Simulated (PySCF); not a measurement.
| atom | x (Å) | y (Å) | z (Å) |
| --- | --- | --- | --- |
| C | -1.0302 | 0.7009 | 0.8164 |
| C | -0.6572 | -0.4998 | -0.0541 |
| C | -1.9182 | -1.1512 | -0.6186 |
| Si | 0.5530 | -0.0322 | -1.4521 |
| C | 2.0799 | 0.8763 | -0.7144 |
| C | 2.5986 | 0.1758 | 0.4148 |
| N | 2.9887 | -0.4007 | 1.3236 |
| H | -1.7281 | 0.4003 | 1.5966 |
| H | -0.1505 | 1.1205 | 1.2998 |
| H | -1.5054 | 1.4786 | 0.2209 |
| H | -0.1652 | -1.2345 | 0.5942 |
| H | -2.5798 | -1.4660 | 0.1870 |
| H | -1.6711 | -2.0249 | -1.2174 |
| H | -2.4614 | -0.4502 | -1.2491 |
| H | -0.0541 | 0.9085 | -2.4030 |
| H | 1.0183 | -1.2352 | -2.1495 |
| H | 2.8631 | 0.9536 | -1.4683 |
| H | 1.8106 | 1.8865 | -0.4032 |

Geometry: GFN2-xTB.

Level of theory: PBE0/pcSseg-1, SCF density, gas phase, non-relativistic in PySCF.

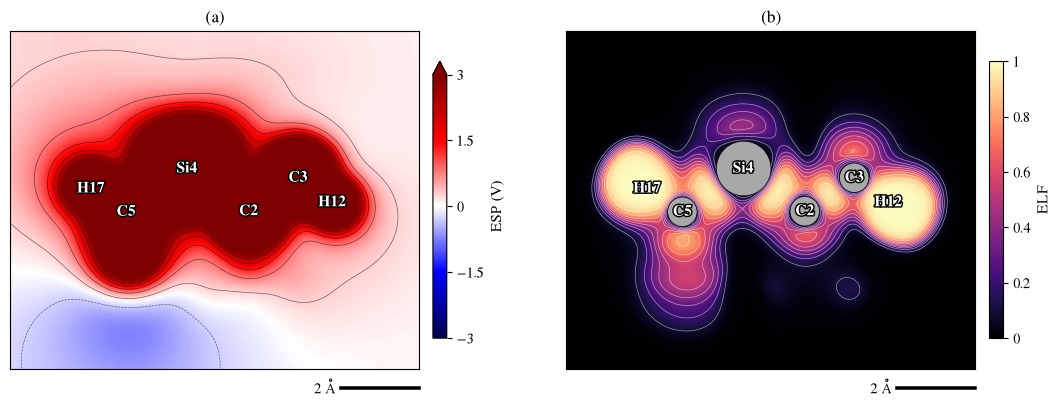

C5H11NSi (SMILES CC(C)[SiH2]CC#N). (a) molecular electrostatic potential; (b) ELF on the plane of atoms C3, C2 and Si4. Grey discs cover the atomic cores in the ELF map.

> Describe what can be read from this map.

- Atoms in the plane: C, Si and H.
- C–Si (1.91 Å): the ELF peaks at about 0.95 between the atoms: a shared electron pair.
- C–H (1.09 Å): the ELF climbs to about 1 towards the hydrogen, as it does in any bond to H; an ordinary covalent bond to hydrogen.
- C–C (1.53 Å): the ELF peaks at about 0.95 between the atoms: a shared electron pair.
- Outside the dense part of the molecule the potential is most negative (−0.7 V) near N7, which lies off the plane.
